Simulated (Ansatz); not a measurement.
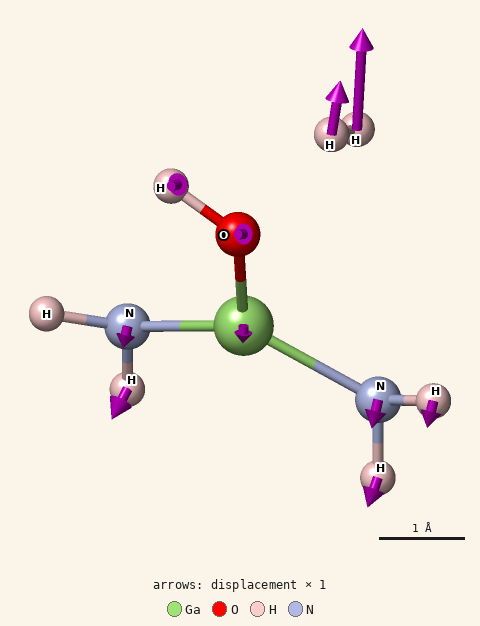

This is a relaxation of GaN2H7O. The starting structure is drawn; purple arrows show the displacements, at their true length. The two geometries are superimposed by the best rigid fit.

The picture is a ball-and-stick view, seen at a tilt.

The run prepares an end point of a later path (reaction) calculation, from a guessed geometry.

All numbers below come from RKS PBE-D4/def2-SVP in Ansatz 0.2.0. Settings: no spin polarisation; force threshold 0.03 eV/Å; at most 50 steps.

Describe the change and its energy.

Answer. The largest move after the best rigid fit is that of an H atom, 1.27 Å. By element the largest moves are H 1.27 Å, N 0.35 Å, O 0.31 Å, Ga 0.22 Å. Among the contacts that change: H–H 0.724 → 0.773 Å, Ga–O 1.802 → 1.815 Å. After 12 accepted moves (13 points after the start) the energy has fallen by 2.51 kcal/mol. The largest force component goes from 1.6 to 0.023 eV/Å. The line search rejected the trial step at point 10 of the run. The forces were under the threshold at step 9, but the run went on from there. Cost: 46 s on 2 threads of Arm Neoverse N1, with other jobs on the host, peak memory 0.15 GiB.

Limits of the set-up: the start holds two separate molecules, 2.2 Å apart at their closest, whose relative position is a soft coordinate.
